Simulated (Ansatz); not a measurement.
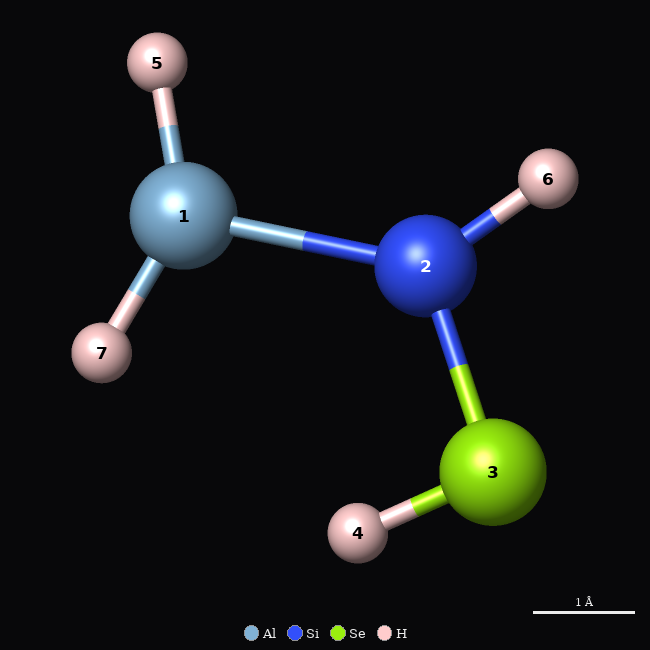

The species has charge +1 and is a spin singlet. The geometry was computed by an optimisation with PBE-D4/def2-SVP. No frequency run is at hand to confirm it as a minimum.

What is the geometry at Al1?

Al1 has 3 neighbours (Si2 at 2.56, H5 at 1.58, H7 at 1.58 Å); the arrangement is trigonal planar.

What is the geometry at Se3?

Se3 has 2 neighbours (Si2 at 2.21, H4 at 1.49 Å); the arrangement is bent.

How are the neighbours of atom 2 arranged?

Si2 has 3 neighbours (Al1 at 2.56, Se3 at 2.21, H6 at 1.50 Å); the arrangement is trigonal planar.
